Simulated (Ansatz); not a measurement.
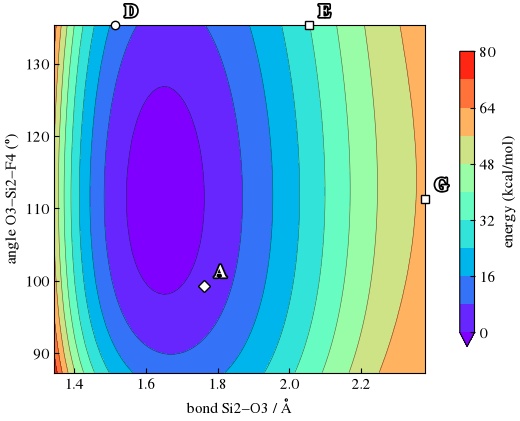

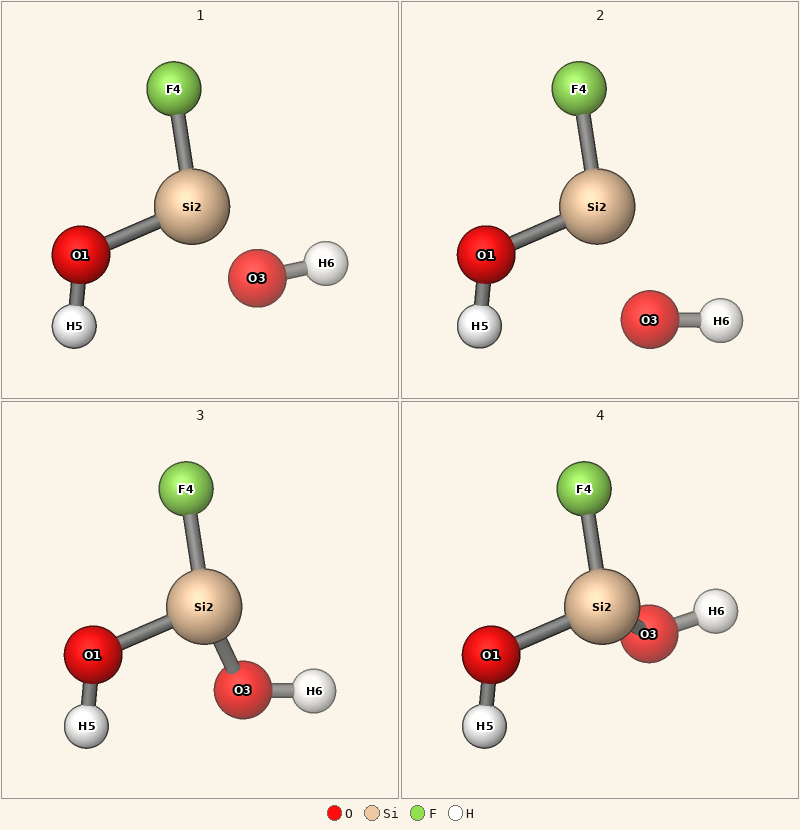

FH₂O₂Si, SMILES O[Si](O)F, spin multiplicity 2. Two internal coordinates are moved rigidly from the geometry relaxed at PBE0-D4/def2-TZVP, all others fixed. The first coordinate is: bond Si2–O3; the second: angle O3–Si2–F4. The grid has 5 × 5 points. Points are written as (first, second). Energies: kcal/mol, counted from the lowest grid point. All numbers below come from Ansatz 0.2.0, UHF-CCSD(T), frozen core/def2-TZVPP.

In the figure: filled contours, lettered points. Between grid points the surface is interpolated. The numbered pictures are the structures at these points, in random order.

**Which structure belongs to which point?**

A is structure 4: (1.763 Å, 99.3°), 2.8 kcal/mol; D is structure 3: (1.514 Å, 135.3°), 14 kcal/mol; E is structure 2: (2.054 Å, 135.3°), 32 kcal/mol; G is structure 1: (2.377 Å, 111.3°), 57 kcal/mol.
